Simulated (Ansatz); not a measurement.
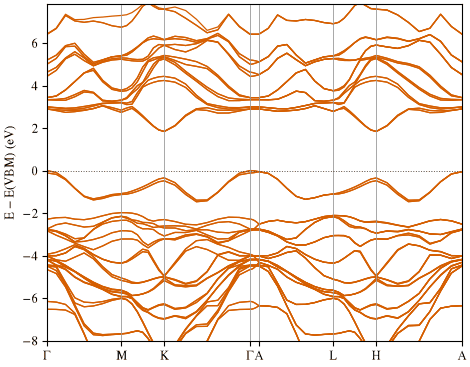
*Band structure from DFT-r²SCAN+D4 with spin–orbit coupling in the program Ansatz with PAW potentials*

Problem. Read off the gap and where the band edges lie.

Solution. About 1.8 eV (1.84 eV by a search for the band edges); maximum at Γ, minimum on the H–K line, 6 % of the way from H.

The material is Si2MoN4 in space group P6_3/mmc (No. 194; Mo on 2c, N on 4f, Si on 4f, N on 4e).

The start of the workflow was typed in or built on a structure type; neither database checked (COD, Materials Project) lists it. Its standing as an ambient phase is unchecked. Symmetry was held in the r²SCAN+D4 relaxation; whether a distortion lowers the energy is not shown. The workflow began spin-polarised and lost its moments.

Potentials: the earlier of the program's two PAW sets.
